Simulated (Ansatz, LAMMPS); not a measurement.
## Glassy 81SiO2-7Na2O-7CaO-4ZnO (mol %) (78 atoms): geometry optimisation

How does glassy 81SiO2-7Na2O-7CaO-4ZnO (mol %) (78 atoms) relax, and what do bonds, charges and levels look like afterwards?

Main program and level: Ansatz 0.2.0; Kohn-Sham DFT, r2SCAN, PAW (set soft_2), plane waves.

## 1. The structure

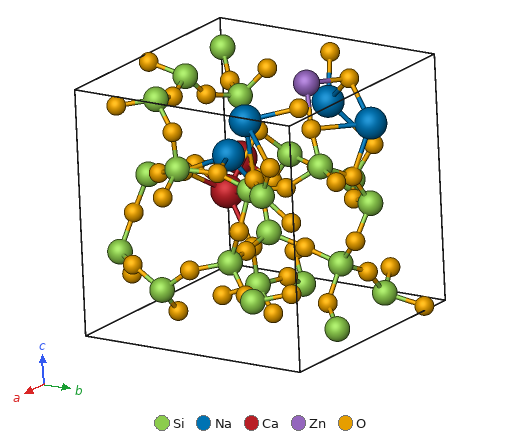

The starting structure, seen slightly off an axis (silicon green, sodium blue, calcium red, zinc purple, oxygen orange).

The cell holds 78 atoms: 22 Si, 4 Na, 2 Ca, 1 Zn and 49 O. Its edges and angles: a = 10.234 Å, b = 10.234 Å, c = 10.234 Å, α = 90.0°, β = 90.0°, γ = 90.0°. 78 atoms (22 Si, 4 Na, 2 Ca, 1 Zn, 49 O) placed at random at 2.4 g/cm³, melted at 4000 K for 10 ps at fixed volume with the Morse and Coulomb pair potential with partial charges (Pedone, Malavasi, Menziani, Cormack and Segre, J. Phys. Chem. B 110, 11780 (2006)). Quenched from 4000 K to 300 K at 100 K/ps and fixed volume, held 10 ps at zero pressure.

What the set-up can't give: The quench rate of 100 K/ps is orders of magnitude faster than experiment, which tends to freeze in extra defects. The network of bonds at the start is that of the classical potential that made the cell. The Brillouin zone is sampled at Γ only, in a cell whose shortest periodic width is 10 Å.

## 2. How the cell was made

A classical potential makes the cell, at a small fraction of what the same run would cost in DFT.

This step: classical MD, Morse and Coulomb pair potential with partial charges (Pedone, Malavasi, Menziani, Cormack and Segre, J. Phys. Chem. B 110, 11780 (2006)) (LAMMPS 22 Jul 2025 - Update 4).

Input file in.lmp:

```
# melt-quench of Si22Na4Ca2Zn1O49
units metal
atom_style charge
boundary p p p
region box block 0 10.4215 0 10.4215 0 10.4215
create_box 5 box
mass 1 28.0850   # Si
mass 2 22.9898   # Na
mass 3 40.0780   # Ca
mass 4 65.3800   # Zn
mass 5 15.9990   # O
create_atoms 1 random 22 673603 NULL overlap 1.5 maxtry 2000
create_atoms 2 random 4 673610 NULL overlap 1.5 maxtry 2000
create_atoms 3 random 2 673617 NULL overlap 1.5 maxtry 2000
create_atoms 4 random 1 673624 NULL overlap 1.5 maxtry 2000
create_atoms 5 random 49 673631 NULL overlap 1.5 maxtry 2000
pair_style hybrid/overlay pedone 5.5 coul/long 8.0
pair_coeff * * coul/long
pair_coeff 1 5 pedone 0.340554 2.006700 2.100000 1   # Si-O
pair_coeff 2 5 pedone 0.023363 1.763867 3.006315 5   # Na-O
pair_coeff 3 5 pedone 0.030211 2.241334 2.923245 5   # Ca-O
pair_coeff 4 5 pedone 0.001221 3.150679 2.851850 1   # Zn-O
pair_coeff 5 5 pedone 0.042395 1.379316 3.618701 22   # O-O
set type 1 charge 2.4
set type 2 charge 0.6
set type 3 charge 1.2
set type 4 charge 1.2
set type 5 charge -1.2
kspace_style pppm 1.0e-4
neigh_modify delay 0 every 1 check yes
thermo_style custom step time temp pe press density
thermo_modify norm yes
timestep 0.002
thermo 100
# [... 15 lines left out ...]
fix md all nvt temp 4000 300 0.2
run 18500 post no
unfix md
thermo 1666
fix md all npt temp 300 300 0.2 iso 0 0 2
run 5000 post no
unfix md
write_dump all custom glass.dump id type xs ys zs modify sort id
```

The run is started by

```
$ lmp -in in.lmp -log none -nocite
```

Log:

```text
LAMMPS (22 Jul 2025 - Update 4)
Created orthogonal box = (0 0 0) to (10.4215 10.4215 10.4215)
Created 22 atoms
Created 4 atoms
Created 2 atoms
Created 1 atoms
Created 49 atoms
PPPM initialization ...
  G vector (1/distance) = 0.38652042
  grid = 12 12 12
  estimated relative force accuracy = 4.8084622e-05
   Step          Time           Temp          PotEng         Press         Density
         0   0              0             -3.198265       473242.26      2.4050333
        90   0.18           0             -15.666625     -8489.6142      2.4050333
Loop time of 0.0407004 s on 1 MPI rank(s) for 90 steps with 78 atoms
Minimization stats:
[... 18 lines left out ...]
[... 1 line left out ...]
Loop time of 1.60361 s on 1 MPI rank(s) for 5000 steps with 78 atoms
   Step          Time           Temp          PotEng         Press         Density
[... 12 lines left out ...]
Loop time of 5.69562 s on 1 MPI rank(s) for 18500 steps with 78 atoms
   Step          Time           Temp          PotEng         Press         Density
[... 1 line left out ...]
     24990   49.98          305.93388     -15.861762     -2653.7565      2.5861866
     26656   53.312         272.21092     -15.862966      15437.088      2.5562496
     28322   56.644         340.32255     -15.865806     -5083.2066      2.4993865
     29500   59             303.64734     -15.861663     -267.12063      2.5397375
Loop time of 2.08997 s on 1 MPI rank(s) for 5000 steps with 78 atoms
```

Elapsed: 9.8 s, on 1 thread of Arm Neoverse V2, shared host; peak memory 0.07 GiB.

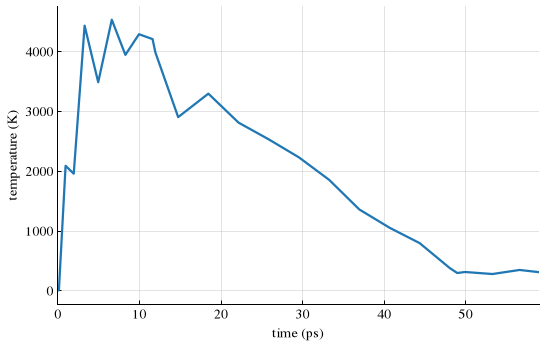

Temperature against time.

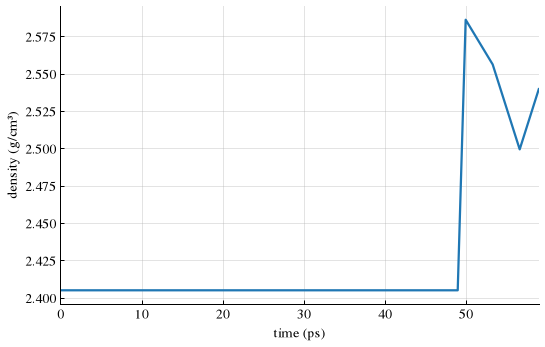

Density, plotted against time.

## 3. Single point at the start

A single point comes first, to see the forces before anything moves.

Input file input.yaml:

```yaml
crystal:
  lattice:
    - [10.2339, 0.0, 0.0]
    - [0.0, 10.2339, 0.0]
    - [0.0, 0.0, 10.2339]
  atoms:
    - { symbol: Si, position: [0.77929, 0.22576, 0.93023] }
    - { symbol: Si, position: [0.01522, 0.01677, 0.88672] }
    - { symbol: Si, position: [0.21557, 0.22852, 0.78007] }
    - { symbol: Si, position: [0.73802, 0.61695, 0.60685] }
    - { symbol: Si, position: [0.78502, 0.54416, 0.31497] }
    - { symbol: Si, position: [0.39474, 0.39854, 0.09003] }
    - { symbol: Si, position: [0.6613, 0.09173, 0.57085] }
    - { symbol: Si, position: [0.34038, 0.90605, 0.47982] }
    - { symbol: Si, position: [0.82527, 0.34295, 0.67707] }
    - { symbol: Si, position: [0.16846, 0.83525, 0.05488] }
    - { symbol: Si, position: [0.46707, 0.5114, 0.34023] }
    - { symbol: Si, position: [0.94856, 0.82225, 0.67484] }
    - { symbol: Si, position: [0.11219, 0.37817, 0.53383] }
    - { symbol: Si, position: [0.77626, 0.02316, 0.28048] }
    - { symbol: Si, position: [0.40833, 0.80176, 0.23833] }
    - { symbol: Si, position: [0.13108, 0.68146, 0.48198] }
    - { symbol: Si, position: [0.89357, 0.29477, 0.19939] }
    - { symbol: Si, position: [0.5579, 0.82963, 0.68146] }
    - { symbol: Si, position: [0.61333, 0.91477, 0.05013] }
    - { symbol: Si, position: [0.94551, 0.75495, 0.23512] }
    - { symbol: Si, position: [0.47549, 0.15675, 0.92481] }
    - { symbol: Si, position: [0.10182, 0.40712, 0.00835] }
    - { symbol: Na, position: [0.33528, 0.92102, 0.80547] }
    - { symbol: Na, position: [0.85685, 0.69457, 0.93485] }
    - { symbol: Na, position: [0.51044, 0.3679, 0.64528] }
    - { symbol: Na, position: [0.1676, 0.608, 0.79897] }
    - { symbol: Ca, position: [0.34019, 0.23622, 0.4296] }
    - { symbol: Ca, position: [0.02349, 0.0835, 0.45065] }
    - { symbol: Zn, position: [0.42384, 0.68884, 0.95961] }
    - { symbol: O, position: [0.27437, 0.83433, 0.17192] }
    - { symbol: O, position: [0.1657, 0.3276, 0.89152] }
    - { symbol: O, position: [0.07662, 0.74934, 0.61859] }
    - { symbol: O, position: [0.43356, 0.46624, 0.47972] }
    - { symbol: O, position: [0.02828, 0.53015, 0.94702] }
    - { symbol: O, position: [0.80206, 0.60492, 0.45483] }
    - { symbol: O, position: [0.01613, 0.31309, 0.1049] }
    - { symbol: O, position: [0.21264, 0.30417, 0.64836] }
    - { symbol: O, position: [0.42343, 0.24973, 0.03331] }
    - { symbol: O, position: [0.11284, 0.97952, 0.00688] }
    - { symbol: O, position: [0.46014, 0.5102, 0.00935] }
    - { symbol: O, position: [0.8763, 0.14986, 0.27558] }
    - { symbol: O, position: [0.42153, 0.64667, 0.28625] }
    - { symbol: O, position: [0.243, 0.02135, 0.47975] }
    - { symbol: O, position: [0.52184, 0.1622, 0.55374] }
    - { symbol: O, position: [0.62762, 0.2001, 0.89349] }
    - { symbol: O, position: [0.74066, 0.47261, 0.65452] }
    - { symbol: O, position: [0.8889, 0.11438, 0.91963] }
    - { symbol: O, position: [0.64322, 0.96098, 0.66256] }
    - { symbol: O, position: [0.41076, 0.39238, 0.24833] }
    - { symbol: O, position: [0.14774, 0.52641, 0.51483] }
    - { symbol: O, position: [0.8403, 0.71309, 0.69452] }
    - { symbol: O, position: [0.03188, 0.70057, 0.35942] }
    - { symbol: O, position: [0.24345, 0.76492, 0.9378] }
    - { symbol: O, position: [0.51854, 0.76744, 0.81249] }
    - { symbol: O, position: [0.87787, 0.89121, 0.26595] }
    - { symbol: O, position: [0.0316, 0.77158, 0.11] }
    - { symbol: O, position: [0.41995, 0.8834, 0.60854] }
    - { symbol: O, position: [0.10886, 0.28799, 0.41259] }
    - { symbol: O, position: [0.629, 0.51312, 0.31272] }
    - { symbol: O, position: [0.52069, 0.81054, 0.11326] }
    - { symbol: O, position: [0.61543, 0.70372, 0.59304] }
    - { symbol: O, position: [0.73366, 0.86386, 0.97478] }
    - { symbol: O, position: [0.50069, 0.00504, 0.96758] }
    - { symbol: O, position: [0.78363, 0.29023, 0.08102] }
    - { symbol: O, position: [0.10742, 0.10779, 0.79181] }
    - { symbol: O, position: [0.91864, 0.93308, 0.57362] }
    - { symbol: O, position: [0.25887, 0.7717, 0.45456] }
    - { symbol: O, position: [0.9636, 0.36563, 0.60561] }
    - { symbol: O, position: [0.98465, 0.89063, 0.80992] }
    - { symbol: O, position: [0.43891, 0.89629, 0.35313] }
    - { symbol: O, position: [0.70461, 0.04576, 0.4222] }
    - { symbol: O, position: [0.83778, 0.64687, 0.21369] }
    - { symbol: O, position: [0.68294, 0.01038, 0.16198] }
    - { symbol: O, position: [0.76156, 0.21092, 0.62335] }
    - { symbol: O, position: [0.36114, 0.17164, 0.81948] }
    - { symbol: O, position: [0.83107, 0.3323, 0.82701] }
    - { symbol: O, position: [0.23767, 0.432, 0.08083] }
    - { symbol: O, position: [0.86954, 0.41199, 0.28919] }
kpoints:
  mp_grid: { grid: [1, 1, 1] }
hamiltonian:
  xc: r2scan
scf:
  occupations: { method: gaussian, width: 0.025 }
output:
  forces: true
  stress: true
  populations: true
  dos:
    method: { smearing: { sigma: 0.1 } }
    de: 0.1
    projected: { site_lists: { Ca: [Ca], Na: [Na], O: [O], Si: [Si], Zn: [Zn] } }
  eigenvalues: true
```

The run is started by

```
$ ansatz run input.yaml --threads 4 --pin off --max-ram 8192MiB --backend cpu --events-out ev --progress --plain --runs-dir out
```

Log:

```text
Engine: ansatz 0.2.0, aarch64-unknown-linux-gnu
Pseudopotentials: kind: paw
Pseudopotential: Si, paw, valence charge 4, recommended cutoff 500 eV (meta_gga), Si.paw.azcp
Pseudopotential: Na, paw, valence charge 9, recommended cutoff 500 eV (meta_gga), Na.paw.azcp
Pseudopotential: Ca, paw, valence charge 10, recommended cutoff 500 eV (meta_gga), Ca.paw.azcp
Pseudopotential: Zn, paw, valence charge 12, recommended cutoff 500 eV (meta_gga), Zn.paw.azcp
Pseudopotential: O, paw, valence charge 6, recommended cutoff 500 eV (meta_gga), O.paw.azcp
[... 6 lines on functional and potentials left out ...]
Crystal: 78 atoms, lattice volume = 1071.824 Å³
Basis set: ecut = 500 eV, 27201 PW (Γ), exchange–correlation on 300×300×300 points (64 copies of the dense FFT grid, shifted against one another)
Bands: 303, of which v1, the nominal top of the filled ones, is band 225 counted from 1 (224 counted from 0)
Symmetry: 1 space group operations
Space group: P1 (ITA 1), of the structure as read, at distance tolerance 1.0e-4 Å
k-points: 1
[... 16 lines on functional and potentials left out ...]
Initial density: superposition of atomic densities (neutral atoms: chi_scale 0, normalization atom), corrected by the library's trained network
Initial wavefunctions: pseudopotential atomic-orbital guess
Functional: x = r2scan, c = r2scan; τ floored in thin density (d = 2e-4 eV/Å³)
SCF iter   1: F=—  HF=-54930.182536 eV  |F-HF|=—  |Δ(HF+E_count)|=         —  Δρ=8.33e-3  dr2=7.10e-1  dr2_τ=6.27e0  ethr=1.77e-3  ⟨swp⟩=7.0  Hψ=1542  notcnv=0  defer=64
preconditioner: auto → Resta (q_TF=auto, 2.361 Å⁻¹)  ε∞=2.8  [insulator: Δε(μ)=3.654 eV  Ē_g=17.899 eV  σ=0.025 eV  W_gap=1.00  n_scr=250 (ndim 8)  ℏωp=23.7 eV  f_vac=0.171  D(μ)=0.00/eV (n_scr^D=0)  ε∞_Penn≈2.8]
SCF iter   2: F=—  HF=-54932.241638 eV  |F-HF|=—  |Δ(HF+E_count)|=    2.06e0  Δρ=4.72e-3  dr2=1.65e-1  dr2_τ=1.55e-2  ethr=1.58e-4  ⟨swp⟩=3.0  Hψ=586  notcnv=0  defer=69
SCF iter   3: F=—  HF=-54932.223837 eV  |F-HF|=—  |Δ(HF+E_count)|=   1.78e-2  Δρ=1.81e-3  dr2=2.39e-2  dr2_τ=1.88e-3  ethr=3.66e-5  ⟨swp⟩=3.0  Hψ=396  notcnv=0  defer=69
SCF iter   4: F=—  HF=-54932.218554 eV  |F-HF|=—  |Δ(HF+E_count)|=   5.28e-3  Δρ=6.13e-4  dr2=2.67e-3  dr2_τ=3.00e-4  ethr=5.30e-6  ⟨swp⟩=2.0  Hψ=512  notcnv=0  defer=69
SCF iter   5: F=—  HF=-54932.217410 eV  |F-HF|=—  |Δ(HF+E_count)|=   1.14e-3  Δρ=1.81e-4  dr2=3.16e-4  dr2_τ=2.69e-5  ethr=5.93e-7  ⟨swp⟩=2.0  Hψ=401  notcnv=0  defer=69
SCF iter   6: F=—  HF=-54932.217575 eV  |F-HF|=—  |Δ(HF+E_count)|=   1.65e-4  Δρ=1.00e-4  dr2=9.92e-5  dr2_τ=1.24e-5  ethr=7.03e-8  ⟨swp⟩=2.0  Hψ=393  notcnv=0  defer=69
SCF iter   7: F=—  HF=-54932.215773 eV  |F-HF|=—  |Δ(HF+E_count)|=   1.80e-3  Δρ=2.20e-5  dr2=5.79e-6  dr2_τ=5.14e-7  ethr=2.21e-8  ⟨swp⟩=2.0  Hψ=393  notcnv=0  defer=69
SCF iter   8: F=—  HF=-54932.215778 eV  |F-HF|=—  |Δ(HF+E_count)|=   5.23e-6  Δρ=1.28e-5  dr2=1.63e-6  dr2_τ=1.78e-7  ethr=1.29e-9  ⟨swp⟩=2.0  Hψ=450  notcnv=0  defer=69
SCF iter   9: F=—  HF=-54932.215778 eV  |F-HF|=—  |Δ(HF+E_count)|=   3.89e-7  Δρ=3.49e-6  dr2=1.51e-7  dr2_τ=1.35e-8  ethr=3.63e-10  ⟨swp⟩=2.0  Hψ=448  notcnv=0  defer=69
SCF iter  10: F=-54932.215778 eV  HF=-54932.215778 eV  |F-HF|=3.57e-10  |Δ(HF+E_count)|=   1.07e-7  Δρ=2.26e-6  dr2=4.98e-8  dr2_τ=6.34e-9  ethr=2.22e-11  ⟨swp⟩=18.0  Hψ=1907  notcnv=0
SCF 1 converged in 10 iterations: F = -54932.215778 eV  dr2 = 4.98e-8
  greatest PAW one-centre occupation: 1.000 electrons in one spin orbital (limit 2), on the Na atom at site 22 (counted from 0), in its partial waves of l = 0
SCF converged after 10 iterations
Free energy (F): -54932.215778 eV
Harris-Foulkes:  -54932.215778 eV  (|F-HF|=3.57e-10)
Internal energy: -54932.215778 eV  (E = F + TS)
E sigma→0 (E₀):  -54932.215778 eV
Fermi energy:    5.524858 eV
--- Per-component energies (eV) ---
  E_band       = -3162.693631
  E_kinetic    = 10978.269863
  E_local      = -35289.569868  (includes V_loc(G=0)·N_el)
  E_nonlocal   = 4052.072754
  E_hartree    = 13183.070587
  E_xc         = -5321.266026
  E_vxc        = -7030.605604  (∫ρ·V_xc dr)
  E_paw        = -23975.305707  (= ΣΔE_a)
  E_vpaw       = -2687.599943  (= ΣTr[D̂ρ^β])
  E_aug_tail   = 0.052638  (compensation charges beyond the density's cutoff)
  E_vtau       = 448.565821  (kinetic-family band-sum trace: ∫τ·v_τ [+ j·A + Jᵃ·Aᵃ] dr)
  E_ewald      = -18555.564369
  E_core_change = -3.975649  (= ΣΔE_core)
  E_smearing   = -0.000000  (= −TS)
  E_closure    = -0.000000  (closes the sum)
  Σ components = -54932.215778   (vs F -54932.215778, Δ=0.00e0)
--- Forces (eV/Å), atoms counted from 1 ---
  atom   1  Si     0.38467629     0.99153881     2.44952231
  atom   2  Si    -0.37262583     3.91771255     0.91541832
  atom   3  Si    -2.14287068    -1.45839016     4.46126068
  atom   4  Si     4.28631722     2.40596549    -2.92363988
  atom   5  Si    -2.77077087    -1.65754476     0.60998249
  atom   6  Si    -2.65139113    -0.27862579    -0.63438476
  atom   7  Si    -1.31127105     0.60600914    -1.03355447
  atom   8  Si    -0.23745602    -1.65350906    -1.03082945
  atom   9  Si     1.33987976    -0.51796019    -1.83520974
  atom  10  Si    -1.12719745    -0.22357617    -0.11733682
  atom  11  Si     3.18612536    -0.88339489    -0.44653096
  atom  12  Si    -0.28582476     2.00227198    -2.86293721
  atom  13  Si    -3.05359830    -0.95586223     2.69127900
  atom  14  Si     1.05387169    -1.23809105     1.54583398
[...]
atom  77  O      1.09074305     0.42664709     1.57678168
  atom  78  O     -0.60294142     1.76979263     2.31800173
  max |Σ_I F_I| component: 1.27e-4 eV/Å
--- Stress (GPa, compression-positive) ---
       -0.707534       1.483203       0.305572
        1.483201      -0.066778       1.889035
        0.305572       1.889035       3.849277
  P = ⅓ Tr σ = 1.0250 GPa (10.250 kbar)
--- Band table (eV) ---
  k-point 0: bands = ["-49.3433", "-49.1915", "-49.1669", "-47.9387", [... 287 levels ...], "13.5698", "13.5985", "13.6060", "13.7097", "13.8017", "13.8076", "13.8431", "13.8940", "13.9924", "14.0310", "14.0824", "14.1477"]
--- Löwdin populations: 78 sites ---
  site symbol       q [e]
     0     Si      2.1493
     1     Si      2.1366
     2     Si      2.1797
[...]
77      O      6.8256
  spilling = 0.012321 (of n_electrons = 450.000000)
```

Wall time 32 s (4 threads of Arm Neoverse V2, shared host); peak memory 2.6 GiB.

The run gave:

| Property | Result |
| --- | --- |
| free energy | -54932.2158 eV |
| free energy per atom | -704.2592 eV/atom |
| SCF cycles | 10 |
| pressure | 1.025 GPa |
| r.m.s. force component | 1.47 eV/Å |
| longest force | 5.719 eV/Å |
| Fermi energy | 5.525 eV |
| gap (highest filled to lowest empty level) | 3.359 eV |
| spilling of the projection | 0.01232 |

The r.m.s. force component of 1.5 eV/Å and the pressure of 1.0 GPa set the starting point.

Neighbours are counted within 2.08 Å (O-Si), 2.71 Å (O-Na), 2.93 Å (O-Ca), 2.20 Å (O-Zn).

Length of the force by element and coordination:

```csv
element,coordination,atoms,mean length of the force (eV/Å),spread,least,most
Ca,all,2,1.22,0.0258,1.20,1.25
Ca,4,1,1.25,0,1.25,1.25
Ca,6,1,1.20,0,1.20,1.20
Na,all,4,0.484,0.0566,0.396,0.554
Na,3,2,0.449,0.0522,0.396,0.501
Na,4,1,0.485,0,0.485,0.485
Na,5,1,0.554,0,0.554,0.554
O,all,49,2.05,0.942,0.534,4.71
O,2,32,2.11,0.958,0.680,4.71
O,3,16,1.99,0.886,0.534,3.88
O,4,1,0.882,0,0.882,0.882
Si,all,22,3.18,1.16,1.16,5.72
Zn,all,1,0.905,0,0.905,0.905
```

(Continued in part 2 of 3.)

[Logs are printed without paths, hosts, clocks, repeated set-up lines and the standing remarks that a program may print on its own settings, such as how far it seeks lower states.]

[Hosts, paths, dates, database ids (printed as entryN), source tags and the programs' standing remarks are cut or masked in the printed files.]
